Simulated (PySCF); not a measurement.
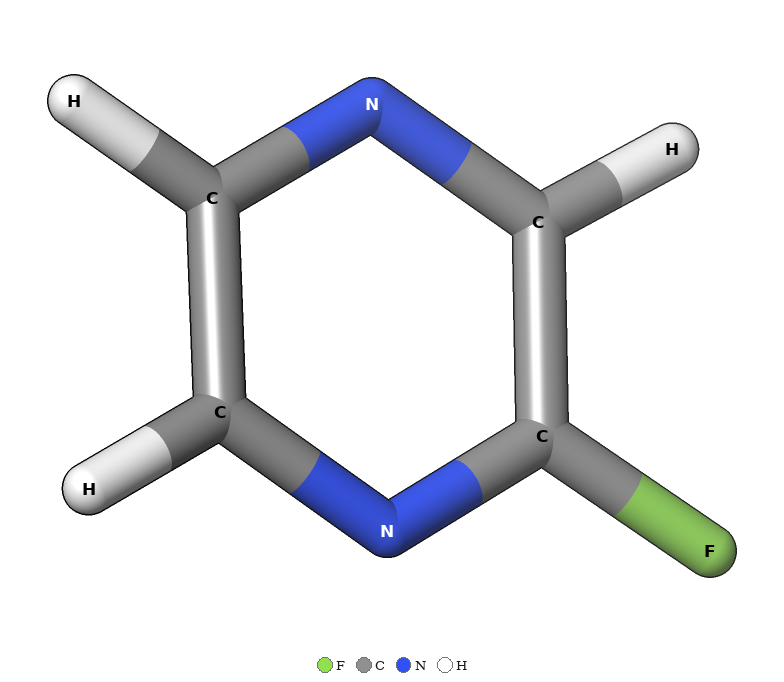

The picture shows a molecular structure as a stick model. Every bond is drawn as one stick, whatever its order.

Computed geometry: PBE0-D3(BJ)/def2-SVP optimisation. No frequency run is at hand to confirm it as a minimum.

Describe the molecule.

The molecule is C4H3FN2. Its SMILES string is `Fc1cnccn1`. Independent rings (smallest set): 1 of 6 members, 1 of them aromatic. Among its groups: C–F bond. This geometry has Cs symmetry. All atoms lie on one plane. Coordination: 4 C trigonal planar; 2 N bent.

More results for the same structure follow; atom numbers are the same in all pictures, views and colours differ.

**Electronic properties**

No frequency run is at hand to confirm it as a minimum. Properties computed with PBE0/pcSseg-0, gas phase (PySCF 2.14.0).

Give the HOMO–LUMO gap at this level.

Answer. 5.77 eV.

What is the HOMO energy (Kohn–Sham orbital)?

Answer. −7.69 eV.

Give the dipole moment at this level.

Answer. 1.67 D.

**Ring current**

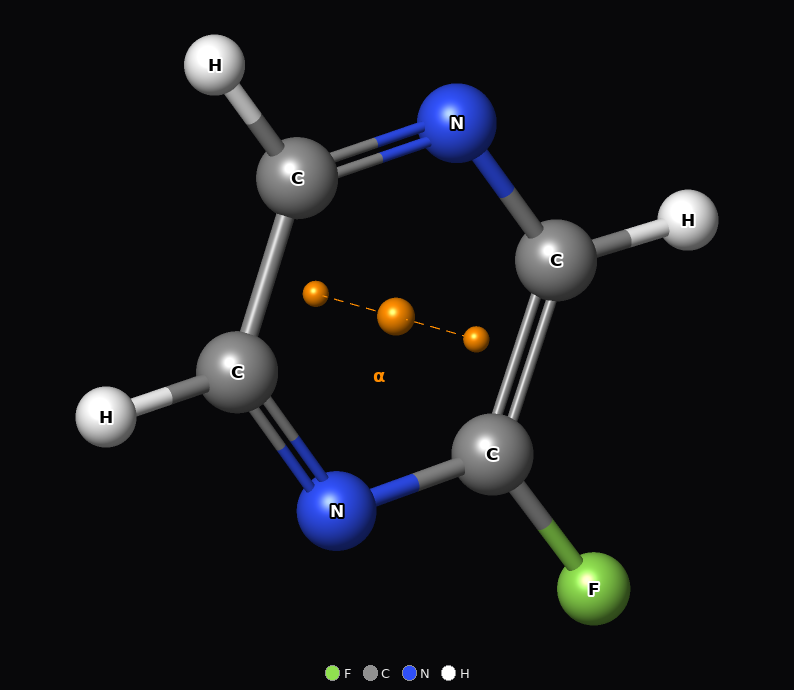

The small points mark where nucleus-independent chemical shifts (NICS) were computed: at the centre of each lettered ring and 1 Å above and below it. No frequency run is at hand to confirm it as a minimum. Level of theory: GIAO PBE0/pcSseg-0 NMR shielding, non-relativistic, gas phase (PySCF 2.14.0).

Give NICS(0), NICS(1) and the out-of-plane component NICS(1)zz for each ring (means of the two sides).

```tsv
ring	members	NICS(0)	NICS(1)	NICS(1)zz
α	C4N2	−6.7	−10.8	−26.6
```

Values in ppm.

What do the values say about the ring currents?

Answer. Ring α: diatropic, as in an aromatic ring. NICS is one index among several.

**Charges**

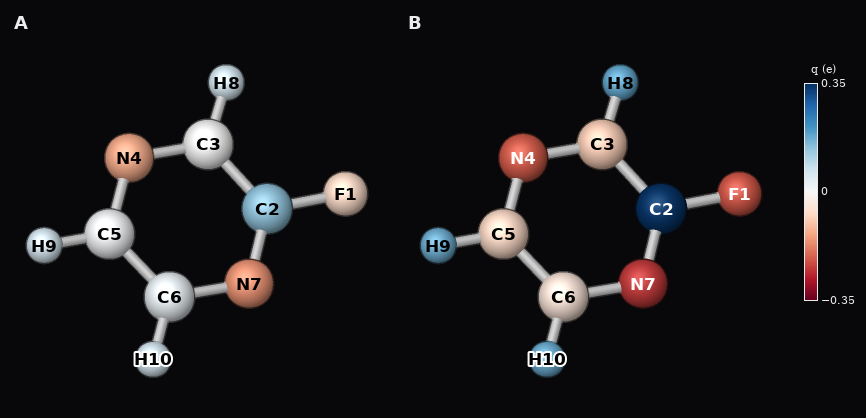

Atomic charges of one calculation by 2 schemes, on one colour scale. No frequency run is at hand to confirm it as a minimum. Computed with PBE0/pcSseg-0 (PySCF 2.14.0).

The schemes are Hirshfeld, IAO. Which panel shows which?

Answer. A Hirshfeld, B IAO.

List the charges (e), one line for each set of equivalent atoms.

```csv
atom,Hirshfeld,IAO
F1,−0.07,−0.22
C2,0.14,0.34
C3,0.00,−0.08
N4,−0.13,−0.21
C5,0.01,−0.07
C6,0.02,−0.04
N7,−0.15,−0.24
H8,0.06,0.18
H9,0.06,0.17
H10,0.06,0.17
```
